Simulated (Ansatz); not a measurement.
**C2F4O (trifluoroacetyl fluoride) at 4 levels**

Aim: a comparison of 4 runs (HF/3-21G, HF/6-31G*, B3LYP/6-31G*, PBE0/def2-SVP) of C2F4O (trifluoroacetyl fluoride). 

The calculation is run with Ansatz 0.2.0.

8 further runs of the same task are left out: 2 for a known fault of the program, 1 that didn't finish, 5 set aside as unsound or not needed.

## (1) The molecule

C2F4O: 7 atoms, total charge 0, spin state singlet. SMILES: `O=C(F)C(F)(F)F`. The shape is that of a PBE0-D4/def2-TZVP optimisation.

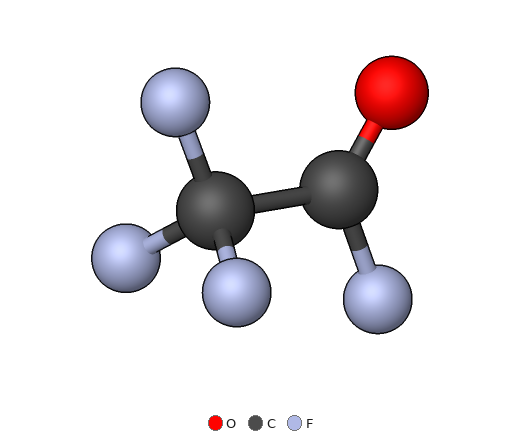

Viewed from a chosen angle; oxygen red, carbon dark grey, fluorine light blue.

## (2) Energy and forces at HF/3-21G (run 1)

The input, input.yaml:

```yaml
basis:
  gaussian:
    orbitals: 3-21G.json
crystal:
  periodic: [false, false, false]
  atoms:
    - {symbol: O, position_ang: [1.061180, -1.396170, 0.701140]}
    - {symbol: C, position_ang: [0.088980, -0.798110, 0.435150]}
    - {symbol: F, position_ang: [-1.136840, -1.201010, 0.739860]}
    - {symbol: C, position_ang: [0.018150, 0.551850, -0.306440]}
    - {symbol: F, position_ang: [-0.697880, 0.418270, -1.418740]}
    - {symbol: F, position_ang: [-0.564330, 1.461580, 0.468830]}
    - {symbol: F, position_ang: [1.230750, 0.963590, -0.619810]}
magnetization:
  spin_polarized: false
  initial_magnetization: 0
hamiltonian:
  xc: hf
accuracy: high
output: {forces: true, orbitals: {seedname: orbitals}}
```

The basis set 3-21G is read from a file made from the Basis Set Exchange's data (not shown).

The run is started by

```console
ansatz run input.yaml --threads 1 --pin off --max-ram 3480MiB --events-out events.jsonl --progress --plain --runs-dir runs
```

The log of the run:

```text
Warning: RAYON_NUM_THREADS=1 ignored (pool sized by the plan → 1); use --threads N
Functional definition: HF
  name "HF"
  exchange = exact_x
  correlation = 0
1391 factors; integrals over basis functions are off by at most 5.5e-9 eV
mean field evaluation 1: about -14832.6834 eV, gradient 5.5e1 eV
mean field evaluation 2: about -14833.1719 eV, gradient 5.6e1 eV
mean field evaluation 4: about -14839.8313 eV, gradient 4.6e0 eV
mean field evaluation 8: about -14839.9403 eV, gradient 7.0e-1 eV
mean field evaluation 16: about -14839.9446 eV, gradient 2.2e-8 eV
mean field -14839.94455422 eV, -545.3579034919 hartree, gradient 3.0e-8 eV, S^2 0.000000; 0 other end points of the search recorded, 0 dependent functions left out
the calculation of the forces begins
reference -14839.94455422 eV, -545.3579034919 hartree; 28, 28 occupied and 35, 35 virtual orbitals, 1391 factors
Total energy: -14839.94455422 eV, -545.3579034919 hartree
Atom 0 at     1.061180    -1.396170     0.701140 Å, force     0.283252    -0.203708     0.093554 eV/Å
Atom 1 at     0.088980    -0.798110     0.435150 Å, force     0.299560     1.076359    -0.616801 eV/Å
Atom 2 at    -1.136840    -1.201010     0.739860 Å, force    -0.545178    -0.177160     0.134779 eV/Å
Atom 3 at     0.018150     0.551850    -0.306440 Å, force    -0.092429    -1.187440     0.663525 eV/Å
Atom 4 at    -0.697880     0.418270    -1.418740 Å, force    -0.455906    -0.085061    -0.517150 eV/Å
Atom 5 at    -0.564330     1.461580     0.468830 Å, force    -0.391058     0.419530     0.391964 eV/Å
Atom 6 at     1.230750     0.963590    -0.619810 Å, force     0.901759     0.157479    -0.149871 eV/Å
Dipole moment:    -0.078270     0.071472    -0.034611 e Å
```

Run time: 1.4 s. Hardware: 1 thread of Arm Neoverse V2, shared host; peak memory 0.15 GiB.

## (3) Energy and forces at HF/6-31G(d) (spherical functions) (run 2)

The input, job.yaml:

```yaml
crystal:
  periodic: [false, false, false]
  atoms:
    - {symbol: O, position_ang: [1.061180, -1.396170, 0.701140]}
    - {symbol: C, position_ang: [0.088980, -0.798110, 0.435150]}
    - {symbol: F, position_ang: [-1.136840, -1.201010, 0.739860]}
    - {symbol: C, position_ang: [0.018150, 0.551850, -0.306440]}
    - {symbol: F, position_ang: [-0.697880, 0.418270, -1.418740]}
    - {symbol: F, position_ang: [-0.564330, 1.461580, 0.468830]}
    - {symbol: F, position_ang: [1.230750, 0.963590, -0.619810]}
basis:
  gaussian:
    orbitals: 6-31G_st_-spherical.json
total_charge: 0
hamiltonian:
  xc: hf
accuracy: high
output:
  forces: true
  orbitals: {seedname: orbitals}
```

The basis set 6-31G* is read from a file made from the Basis Set Exchange's data (not shown).

The run is started by

```console
ansatz run job.yaml --threads 1 --pin off --max-ram 3480MiB --events-out events.jsonl --progress --plain --runs-dir runs
```

The log of the run:

```text
Warning: RAYON_NUM_THREADS=1 ignored (pool sized by the plan → 1); use --threads N
[... 4 set-up lines as earlier in the session ...]
2222 factors; integrals over basis functions are off by at most 3.1e-9 eV
mean field evaluation 1: about -14914.7382 eV, gradient 5.9e1 eV
mean field evaluation 2: about -14914.8257 eV, gradient 5.9e1 eV
mean field evaluation 4: about -14921.3057 eV, gradient 4.6e0 eV
mean field evaluation 8: about -14921.3890 eV, gradient 6.2e-1 eV
mean field evaluation 16: about -14921.3918 eV, gradient 9.7e-8 eV
mean field -14921.39183939 eV, -548.3510360148 hartree, gradient 9.7e-8 eV, S^2 0.000000; 0 other end points of the search recorded, 0 dependent functions left out
the calculation of the forces begins
reference -14921.39183939 eV, -548.3510360148 hartree; 28, 28 occupied and 70, 70 virtual orbitals, 2222 factors
Total energy: -14921.39183939 eV, -548.3510360148 hartree
Atom 0 at     1.061180    -1.396170     0.701140 Å, force    -1.252552     0.809393    -0.364659 eV/Å
Atom 1 at     0.088980    -0.798110     0.435150 Å, force     0.237002    -0.539892     0.282685 eV/Å
Atom 2 at    -1.136840    -1.201010     0.739860 Å, force     0.927932     0.323366    -0.240327 eV/Å
Atom 3 at     0.018150     0.551850    -0.306440 Å, force    -0.018373     0.300763    -0.163393 eV/Å
Atom 4 at    -0.697880     0.418270    -1.418740 Å, force     0.497205     0.068000     0.831570 eV/Å
Atom 5 at    -0.564330     1.461580     0.468830 Å, force     0.399288    -0.694751    -0.549519 eV/Å
Atom 6 at     1.230750     0.963590    -0.619810 Å, force    -0.790500    -0.266879     0.203644 eV/Å
Dipole moment:    -0.133821     0.110393    -0.052417 e Å
```

Run time: 6 s. Hardware: 1 thread of Arm Neoverse V2, shared host; peak memory 0.32 GiB.

## (4) Energy and gradient at B3LYP/6-31G(d) (spherical functions) (run 3)

Changes to job.yaml since step 3:

```diff
@@ -11,10 +11,5 @@
 basis:
-  gaussian:
-    orbitals: 6-31G_st_-spherical.json
-total_charge: 0
-hamiltonian:
-  xc: hf
+  gaussian: {orbitals: 6-31G_st_-spherical.json}
+hamiltonian: {xc: {name: B3LYP}}
 accuracy: high
-output:
-  forces: true
-  orbitals: {seedname: orbitals}
+output: {forces: true, orbitals: {seedname: orbitals}}
```

The basis set 6-31G* is read from a file made from the Basis Set Exchange's data (not shown).

The run is started by

```console
ansatz run job.yaml --threads 1 --pin off --max-ram 3480MiB --events-out events.jsonl --progress --plain --runs-dir runs
```

The log of the run:

```text
Warning: RAYON_NUM_THREADS=1 ignored (pool sized by the plan → 1); use --threads N
Functional definition: B3LYP
  name "B3LYP"
  parameter a0 = 0.2
  parameter ax = 0.72
  parameter ac = 0.81
  exchange = (1 - a0 - ax)*slater_x + ax*b88_x + a0*exact_x
  correlation = (1 - ac)*vwn_rpa_c + ac*lyp_c
2222 factors; integrals over basis functions are off by at most 3.1e-9 eV
mean field evaluation 1: about -14981.6139 eV, gradient 6.0e1 eV
mean field evaluation 2: about -14963.7347 eV, gradient 1.2e2 eV
mean field evaluation 4: about -14987.2196 eV, gradient 6.5e0 eV
mean field evaluation 8: about -14987.5204 eV, gradient 2.2e-1 eV
mean field evaluation 16: about -14987.5205 eV, gradient 6.0e-5 eV
mean field -14987.52052954 eV, -550.7812205542 hartree, gradient 1.2e-8 eV, S^2 0.000000; 0 other end points of the search recorded, 0 dependent functions left out
the calculation of the forces begins
reference -14987.52055210 eV, -550.7812213832 hartree; 28, 28 occupied and 70, 70 virtual orbitals, 2222 factors
Total energy: -14987.52055210 eV, -550.7812213832 hartree
Atom 0 at     1.061180    -1.396170     0.701140 Å, force     1.193310    -0.696230     0.305308 eV/Å
Atom 1 at     0.088980    -0.798110     0.435150 Å, force    -0.536682     0.819176    -0.417800 eV/Å
Atom 2 at    -1.136840    -1.201010     0.739860 Å, force    -0.644621    -0.169759     0.137248 eV/Å
Atom 3 at     0.018150     0.551850    -0.306440 Å, force    -0.028296    -0.422264     0.236103 eV/Å
Atom 4 at    -0.697880     0.418270    -1.418740 Å, force    -0.372716    -0.112178    -0.524079 eV/Å
Atom 5 at    -0.564330     1.461580     0.468830 Å, force    -0.306449     0.404368     0.409910 eV/Å
Atom 6 at     1.230750     0.963590    -0.619810 Å, force     0.695453     0.176887    -0.146690 eV/Å
Dipole moment:    -0.132421     0.099203    -0.046259 e Å
```

Wall time 13 s (1 thread of Arm Neoverse V2, shared host); peak memory 0.37 GiB.

## (5) Energy and forces at PBE0/def2-SVP (run 4)

The input, run.yaml:

```yaml
crystal:
  periodic: [false, false, false]
  atoms:
    - {symbol: O, position_ang: [1.061180, -1.396170, 0.701140]}
    - {symbol: C, position_ang: [0.088980, -0.798110, 0.435150]}
    - {symbol: F, position_ang: [-1.136840, -1.201010, 0.739860]}
    - {symbol: C, position_ang: [0.018150, 0.551850, -0.306440]}
    - {symbol: F, position_ang: [-0.697880, 0.418270, -1.418740]}
    - {symbol: F, position_ang: [-0.564330, 1.461580, 0.468830]}
    - {symbol: F, position_ang: [1.230750, 0.963590, -0.619810]}
basis:
  gaussian:
    orbitals: def2-SVP
hamiltonian:
  xc: pbe0
accuracy: high
output: {forces: true, orbitals: {seedname: orbitals}}
```

The run is started by

```console
ansatz run run.yaml --threads 1 --pin off --max-ram 3480MiB --events-out events.jsonl --progress --plain --runs-dir runs
```

The log of the run:

```text
Warning: RAYON_NUM_THREADS=1 ignored (pool sized by the plan → 1); use --threads N
Functional definition: PBE0
  name "PBE0"
  parameter a = 0.25
  parameter kappa = 0.804
  parameter beta = 0.06672455060314922
  exchange = (1 - a)*pbe_x(kappa = kappa, mu = beta*pi^2/3) + a*exact_x
  correlation = pbe_c(beta = beta)
2166 factors; integrals over basis functions are off by at most 3.1e-9 eV
mean field evaluation 1: about -14957.2050 eV, gradient 5.4e1 eV
mean field evaluation 2: about -14945.3637 eV, gradient 9.9e1 eV
mean field evaluation 4: about -14961.8479 eV, gradient 4.8e0 eV
mean field evaluation 8: about -14962.1874 eV, gradient 5.3e-1 eV
mean field evaluation 16: about -14962.1878 eV, gradient 1.0e-4 eV
mean field -14962.18779144 eV, -549.8502596002 hartree, gradient 1.3e-8 eV, S^2 0.000000; 0 other end points of the search recorded, 0 dependent functions left out
the calculation of the forces begins
reference -14962.18779257 eV, -549.8502596419 hartree; 28, 28 occupied and 70, 70 virtual orbitals, 2166 factors
Total energy: -14962.18779257 eV, -549.8502596419 hartree
Atom 0 at     1.061180    -1.396170     0.701140 Å, force     0.272724    -0.142911     0.060607 eV/Å
Atom 1 at     0.088980    -0.798110     0.435150 Å, force    -0.362152     0.210375    -0.092604 eV/Å
Atom 2 at    -1.136840    -1.201010     0.739860 Å, force     0.096205     0.056848    -0.037509 eV/Å
Atom 3 at     0.018150     0.551850    -0.306440 Å, force    -0.048142     0.040224    -0.018203 eV/Å
Atom 4 at    -0.697880     0.418270    -1.418740 Å, force     0.047753    -0.010310     0.107342 eV/Å
Atom 5 at    -0.564330     1.461580     0.468830 Å, force     0.036407    -0.098914    -0.053530 eV/Å
Atom 6 at     1.230750     0.963590    -0.619810 Å, force    -0.042795    -0.055312     0.033897 eV/Å
Dipole moment:    -0.108292     0.083176    -0.039040 e Å
```

It took 9.9 s on 1 thread of Arm Neoverse V2, shared host; peak memory 0.35 GiB.

## (6) All runs side by side

| run | level | energy (Eh) | dipole moment (D) | HOMO energy (eV) | LUMO energy (eV) | wall time |
| --- | --- | --- | --- | --- | --- | --- |
| 1 | HF/3-21G | -545.357903 | 0.54 | -14.46 | 2.63 | 1.4 s |
| 2 | HF/6-31G* (spherical functions) | -548.351036 | 0.87 | -14.47 | 3.04 | 6 s |
| 3 | B3LYP/6-31G* (spherical functions) | -550.781221 | 0.83 | -9.31 | -1.58 | 13 s |
| 4 | PBE0/def2-SVP | -549.850260 | 0.68 | -9.95 | -1.63 | 9.9 s |

## (7) Outcome

| quantity | value |
| --- | --- |
| run 4: total energy | -549.85026 Eh |
| run 4: dipole moment | 0.68 D |
| run 4: HOMO energy | -9.95 eV |
| run 4: LUMO energy | -1.63 eV |
| run 4: HOMO–LUMO gap | 8.32 eV |
| run 4: largest force on an atom | 0.429 eV/Å |

The dipole moment (its size) runs from 0.54 D (HF/3-21G) to 0.87 D (HF/6-31G*). The HOMO–LUMO gap runs from 7.74 eV (B3LYP/6-31G*) to 17.52 eV (HF/6-31G*). Exact exchange widens orbital gaps. Totals of different functionals can't be ranked against each other. All runs together took 30 s, the longest 13 s.
